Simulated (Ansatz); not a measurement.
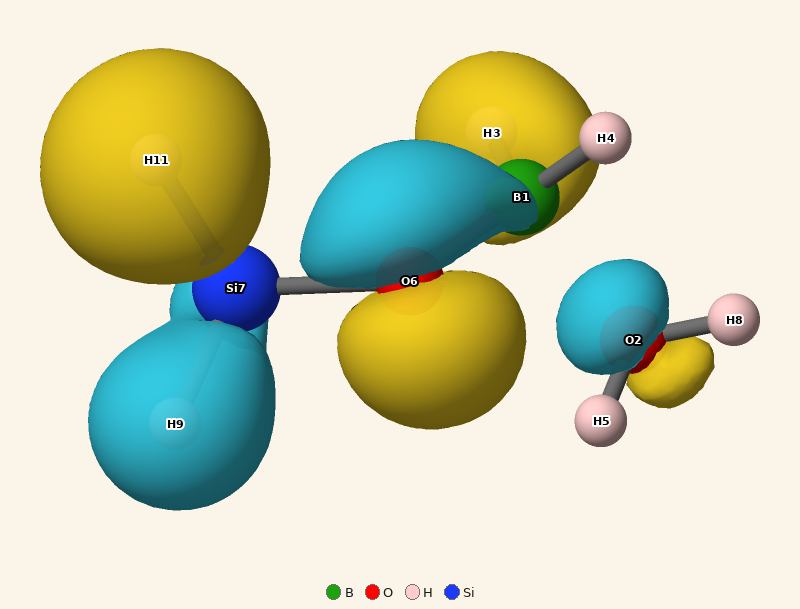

The picture shows: BH5OSi···H2O. The HOMO−1 at ±0.1 Å⁻³ᐟ² (yellow and cyan are the two phases), seen across its widest extent.

The product side of a reaction path; geometry: PBE0-D4/def2-TZVP.

Theory: Ansatz, RKS PBE0-D4/def2-TZVPP.

```xyz
11

B    -0.1774    0.8143   -0.6385
O     1.5767    1.0210   -0.7300
H    -0.4022    0.1868   -1.6452
H    -0.5292    1.9731   -0.6185
H     1.8287    0.8889    0.1945
O    -0.2696    0.1297    0.5947
Si   -0.8252   -1.3847    0.8707
H     1.7709    1.9390   -0.9512
H    -0.3194   -1.8121    2.2010
H    -0.3415   -2.3373   -0.1667
H    -2.3119   -1.4187    0.8891
```

### Where does this orbital lie, and at what energy?

By Hirshfeld shares it lies mainly on O6 (about 35 %), Si7 (about 20 %), H11 (about 20 %), H9 (about 10 %) and B1 (about 5 %). Its energy is −8.49 eV.
